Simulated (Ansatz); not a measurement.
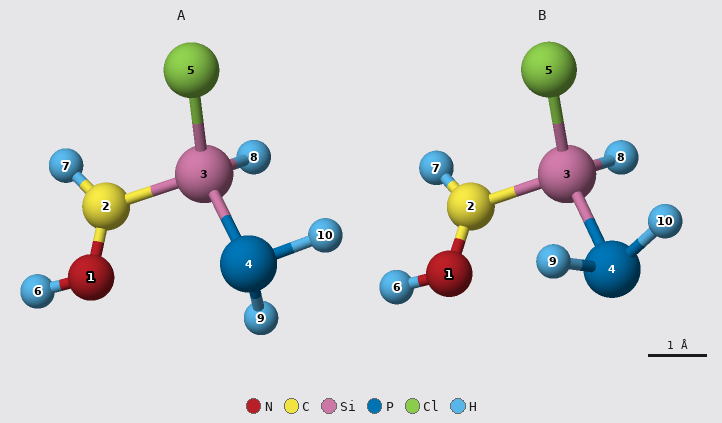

The two relaxed end points of a path for CH5ClNPSi. A ball-and-stick model, seen at a tilt.

Computed with RKS PBE0-D4/6-31G* (Ansatz).

Input file:
```yaml
crystal:
  periodic: [false, false, false]
  atoms:
    - { symbol: "N", position_ang: [-1.656212, 0.23079, 0.90341] }
    - { symbol: C, position_ang: [-0.586429, 0.923353, 0.868038] }
    - { symbol: Si, position_ang: [0.791415, 0.252243, -0.235875] }
    - { symbol: P, position_ang: [0.328435, -1.908427, -0.629791] }
    - { symbol: Cl, position_ang: [2.585603, 0.417601, 0.792736] }
    - { symbol: H, position_ang: [-2.366282, 0.661342, 1.505847] }
    - { symbol: H, position_ang: [-0.449651, 1.863609, 1.425794] }
    - { symbol: H, position_ang: [0.936152, 1.111749, -1.442746] }
    - { symbol: H, position_ang: [-0.764165, -1.597091, -1.484809] }
    - { symbol: H, position_ang: [1.264233, -2.006269, -1.699804] }
basis:
  gaussian: { orbitals: "6-31G*" }
hamiltonian:
  xc: pbe0
  dispersion: d4
neb:
  order_check: false
  images: 9
  f_tol: 0.05
  max_iterations: 40
  initial_path: idpp
  final_atoms:
    - { symbol: "N", position_ang: [-1.71750009, 0.3031764, 0.77666836] }
    - { symbol: C, position_ang: [-0.62058614, 0.95166488, 0.80001726] }
    - { symbol: Si, position_ang: [0.73114012, 0.35228311, -0.37578405] }
    - { symbol: P, position_ang: [-0.07788076, -1.44766072, -1.43541309] }
    - { symbol: Cl, position_ang: [2.43399574, 0.03325421, 0.77599628] }
    - { symbol: H, position_ang: [-2.39866842, 0.69091923, 1.43904581] }
    - { symbol: H, position_ang: [-0.43662733, 1.81427684, 1.46033938] }
    - { symbol: H, position_ang: [1.09601306, 1.41343118, -1.35174089] }
    - { symbol: H, position_ang: [-0.1350692, -2.24355435, -0.26102187] }
    - { symbol: H, position_ang: [1.20828201, -1.91889079, -1.82530719] }
```

Command:
```bash
ansatz run input.yaml --threads 2 --pin off --max-ram 3072MiB --backend cpu --events-out ev --progress --plain --runs-dir out
```

Predict the minimum-energy path and its barrier.

Answer. Forward barrier 0.99 eV, backward barrier 1.02 eV, with image 5 at the top; the reaction energy is −0.03 eV. The motion is an umbrella inversion at P4. No bond forms or breaks between the ends. Bond angles that change up to the highest image, for instance: Si3–P4–H9 93.1° → 122.5°, Si3–P4–H10 93.6° → 122.9°. The band is converged.

Energies of the converged images:

```
image  path (Å)  E (eV)
    0      0.00   0.000
    1      0.41   0.008
    2      0.81   0.022
    3      1.22   0.074
    4      1.62   0.492
    5      2.03   0.994
    6      2.34   0.680
    7      2.64   0.229
    8      2.95   0.049
    9      3.26  -0.016
   10      3.56  -0.025
```

The geometry at the top of the path:

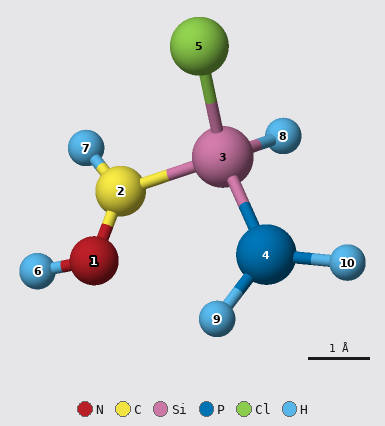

Cost: 3.3 min on 2 threads of Intel(R) Xeon(R) Platinum 8488C (Sapphire Rapids) (shared host), peak memory 0.26 GiB.
